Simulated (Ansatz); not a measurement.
The cell below is Ge (Fd-3m). Origin of the cell: the input geometry of an electronic-structure calculation (not necessarily at equilibrium).

```yaml
crystal:
  lattice:
    - [5.75968, 0.00000, 0.00000]
    - [0.00000, 5.75968, 0.00000]
    - [0.00000, 0.00000, 5.75968]
  atoms:
    - { symbol: Ge, position: [0.50000, 0.00000, 0.50000] }
    - { symbol: Ge, position: [0.25000, 0.25000, 0.25000] }
    - { symbol: Ge, position: [0.50000, 0.50000, 0.00000] }
    - { symbol: Ge, position: [0.25000, 0.75000, 0.75000] }
    - { symbol: Ge, position: [0.00000, 0.00000, 0.00000] }
    - { symbol: Ge, position: [0.75000, 0.25000, 0.75000] }
    - { symbol: Ge, position: [0.00000, 0.50000, 0.50000] }
    - { symbol: Ge, position: [0.75000, 0.75000, 0.25000] }
```

The atoms' radii are touching radii (half the shortest distance): Ge 1.25 Å.

Find the largest hole by geometry, and further ones that a grid search gives (radius above 0.15 Å; smaller ones may be missed, and maxima closer than 0.25 Å are merged).

```
hole  site              x, y, z  radius (Å)     nearest atoms                 shape
  V1    8b  0.000, 0.000, 0.500        1.25  4 Ge (then 6 Ge)           tetrahedral
  V2   16d  0.125, 0.375, 0.875        1.14              6 Ge  distorted octahedral
```

Nearest atoms are those whose sphere lies within 0.15 Å of the hole's sphere; in brackets, those within 0.5 Å. The largest sphere that fits anywhere has a diameter of 2.49 Å; the largest that can travel through the crystal, about 2.2 Å.

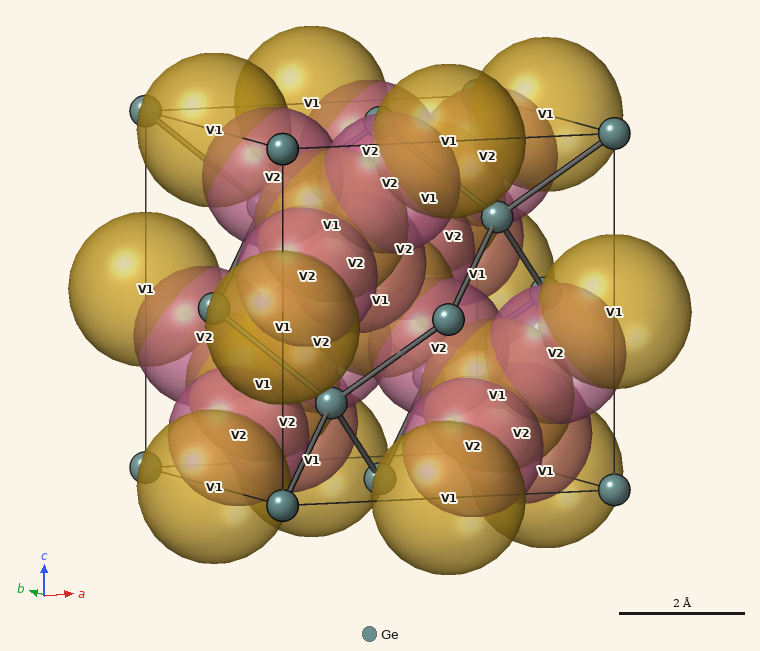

Translucent spheres (V1, V2) fill the 2 holes listed first by a grid search for holes with a radius above 0.15 Å (the largest is sure; smaller ones may be missed, and maxima closer than 0.25 Å are merged) at their true size; atoms are drawn smaller than their model radii. View slightly off an axis.
